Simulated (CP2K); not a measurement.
# PM3 run of Al2H4O (SMILES [AlH2][O][AlH2])

Aim: the energy change on altering one bond length of Al2H4O at PM3, from 2 runs. 

Program for the calculation: CP2K 2026.2.

2 further runs of the same task are left out: 2 that didn't finish.

### 1 The structure to begin with

Al2H4O has 7 atoms, charge 0, and is taken as a singlet. As SMILES, `[AlH2][O][AlH2]`. Geometry: a GFN2-xTB relaxation, a rough one for these elements and not checked as a minimum.

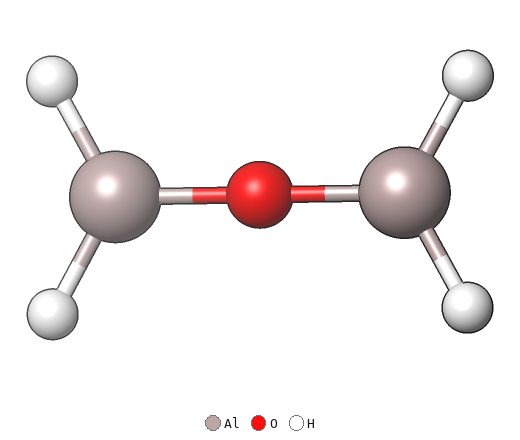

Viewed from a chosen angle; aluminium light grey, oxygen red, hydrogen white.

### 2 A single-point energy at PM3

File gas.inp:

```
&FORCE_EVAL
 METHOD QUICKSTEP
 &DFT
  &QS
   METHOD PM3
   EPS_DEFAULT 1.0E-10
   &SE
    &COULOMB
     CUTOFF [angstrom] 50
     RC_RANGE [angstrom] 0
    &END
    &EXCHANGE
     CUTOFF [angstrom] 50
     RC_RANGE [angstrom] 0
    &END
   &END
  &END
  &POISSON
   PERIODIC NONE
   POISSON_SOLVER ANALYTIC
  &END
  &SCF
   SCF_GUESS ATOMIC
   EPS_SCF 1.0E-07
   MAX_SCF 40
   &OT
    MINIMIZER DIIS
    PRECONDITIONER FULL_SINGLE_INVERSE
   &END
   &OUTER_SCF
    EPS_SCF 1.0E-07
    MAX_SCF 10
   &END
  &END
  ! extra output
  &PRINT
   &MOMENTS
    PERIODIC F
    REFERENCE COM
    MAX_MOMENT 1
   &END
   &MO_CUBES
    NLUMO 5
    NHOMO -1
    WRITE_CUBE F
   &END
   &HIRSHFELD OFF
   &END
  &END
 &END
 ! structure
 &SUBSYS
  ! vacuum box
  &CELL
   ABC 17.3 13.8 16.6
   PERIODIC NONE
  &END
  &COORD
   Al    -1.450980     0.294090    -0.812400
   O     -0.000020     0.002620    -0.000560
   Al     1.450120    -0.293200     0.811770
   H     -1.531380    -0.018730    -2.312370
   H     -2.637700     0.856580    -0.019820
   H      1.545510     0.053610     2.302920
   H      2.624450    -0.894970     0.030450
  &END
  &TOPOLOGY
   &CENTER_COORDINATES
   &END
  &END
 &END
&END

&GLOBAL
 PROJECT_NAME gas
 RUN_TYPE ENERGY
 PRINT_LEVEL MEDIUM
&END
```

Started as:

```bash
OMP_NUM_THREADS=1 cp2k.psmp gas.inp > gas.out
```

The log of the run:

```text
CP2K| version string:                                       CP2K version 2026.2
[...]
 GLOBAL| Method name                                                        CP2K
[...]
 GLOBAL| Run type                                                         ENERGY
[...]
                             - Atoms:                                          7
[...]
                             - Spherical basis functions:                     16
[...]
 Number of electrons:                                                         16
[...]
     1 OT DIIS     0.80E-01    0.0     0.42126641       -14.1405255444 -1.41E+01
[...]
    24 OT DIIS     0.80E-01    0.0     0.00000009       -16.6557552330 -3.48E-13
  *** SCF run converged in    24 steps ***
  Core-core repulsion energy [eV]:                            511.13870340707103
  Core Hamiltonian energy [eV]:                              -713.75115099368236
  Two-electron integral energy [eV]:                         -501.22740296141836
  Electronic energy [eV]:                                    -964.36485247439145
  Total energy [eV]:                                         -453.22614906732048
  Atomic reference energy [eV]:                               453.87918924582198
  Heat of formation [kcal/mol]:                                15.05946546564523
[...]
 SE_DIPOLE| Moment [Debye]          0.00211253      -0.00006377       0.00089359
 SE_DIPOLE| Derivative [a.u.]       0.00000000       0.00000000       0.00000000
 *** WARNING in qs_scf_post_se.F:140 :: Printing of MO cube files not ***
 *** implemented for Semi-Empirical method.                           ***
 ENERGY| Total FORCE_EVAL ( QS ) energy [hartree]            -16.655755233048186
[...]
```

It took 1.1 s on 1 thread of Arm Neoverse N1, shared host; peak memory 0.14 GiB.

### 3 The distorted shape

File calc.inp:

```
&GLOBAL
  PROJECT_NAME calc
  RUN_TYPE ENERGY
  PRINT_LEVEL MEDIUM
&END GLOBAL

&FORCE_EVAL
  METHOD QUICKSTEP
  &DFT
    CHARGE 0
    MULTIPLICITY 1
    &QS
      METHOD PM3
      EPS_DEFAULT 1.0E-10
      &SE
        &COULOMB
          CUTOFF [angstrom] 50
          RC_RANGE [angstrom] 0
        &END COULOMB
        &EXCHANGE
          CUTOFF [angstrom] 50
          RC_RANGE [angstrom] 0
        &END EXCHANGE
      &END SE
    &END QS
    &POISSON
      PERIODIC NONE
      POISSON_SOLVER ANALYTIC
    &END POISSON
    &SCF
      SCF_GUESS ATOMIC
      EPS_SCF 1.0E-07
      MAX_SCF 40
      &OT ON
        MINIMIZER DIIS
        PRECONDITIONER FULL_SINGLE_INVERSE
      &END OT
      &OUTER_SCF
        EPS_SCF 1.0E-07
        MAX_SCF 10
      &END OUTER_SCF
    &END SCF
    &PRINT
      &MOMENTS
        PERIODIC F
        REFERENCE COM
        MAX_MOMENT 1
      &END MOMENTS
      &MO_CUBES
        NLUMO 5
        NHOMO -1
        WRITE_CUBE F
      &END MO_CUBES
      &HIRSHFELD OFF
      &END HIRSHFELD
    &END PRINT
  &END DFT
  &SUBSYS
    &CELL
      ABC [angstrom] 18.1 13.9 17.1
      PERIODIC NONE
    &END CELL
    &COORD
      Al    -2.321106     0.471591    -1.299822
      O     -0.870146     0.180121    -0.487982
      Al     1.450120    -0.293200     0.811770
      H     -2.401506     0.158771    -2.799792
      H     -3.507826     1.034081    -0.507242
      H      1.545510     0.053610     2.302920
      H      2.624450    -0.894970     0.030450
    &END COORD
    &TOPOLOGY
      &CENTER_COORDINATES
      &END CENTER_COORDINATES
    &END TOPOLOGY
  &END SUBSYS
&END FORCE_EVAL
```

Started as:

```bash
OMP_NUM_THREADS=1 cp2k.psmp calc.inp > calc.out
```

The log of the run:

```text
CP2K| version string:                                       CP2K version 2026.2
[...]
 GLOBAL| Method name                                                        CP2K
[...]
 GLOBAL| Run type                                                         ENERGY
[...]
                             - Atoms:                                          7
[...]
                             - Spherical basis functions:                     16
[...]
 Number of electrons:                                                         16
[...]
     1 OT DIIS     0.80E-01    0.0     0.41078930       -14.1796497010 -1.42E+01
[...]
    32 OT DIIS     0.80E-01    0.0     0.00000010       -16.5095564687 -5.26E-13
  *** SCF run converged in    32 steps ***
  Core-core repulsion energy [eV]:                            453.45584334194348
  Core Hamiltonian energy [eV]:                              -710.01413568085673
  Two-electron integral energy [eV]:                         -385.37917206521252
  Electronic energy [eV]:                                    -902.70372171346287
  Total energy [eV]:                                         -449.24787837151939
  Atomic reference energy [eV]:                               453.87918924582198
  Heat of formation [kcal/mol]:                               106.80057440303825
[...]
 SE_DIPOLE| Moment [Debye]         -5.68787502       1.15689413      -3.18598782
 SE_DIPOLE| Derivative [a.u.]       0.00000000       0.00000000       0.00000000
 *** WARNING in qs_scf_post_se.F:140 :: Printing of MO cube files not ***
 *** implemented for Semi-Empirical method.                           ***
 ENERGY| Total FORCE_EVAL ( QS ) energy [hartree]            -16.509556468708514
[...]
```

Run time: 1.3 s. Hardware: 1 thread of Arm Neoverse N1, shared host; peak memory 0.14 GiB.

### 4 What came out

Level: PM3.

```
                                                          quantity           value
                                         first shape: total energy    -16.65576 Eh
                                        first shape: dipole moment          0.00 D
                                    first shape: heat of formation   15.1 kcal/mol
                                     distorted shape: total energy    -16.50956 Eh
                                    distorted shape: dipole moment          6.62 D
                                distorted shape: heat of formation  106.8 kcal/mol
energy change with the O2–Al3 bond stretched from 1.688 to 2.701 Å        3.978 eV
```

**Reading.** With the O2–Al3 bond stretched from 1.688 to 2.701 Å the energy rises by 3.98 eV (384 kJ/mol). The first shape isn't relaxed at this level, so the change isn't measured from a minimum.
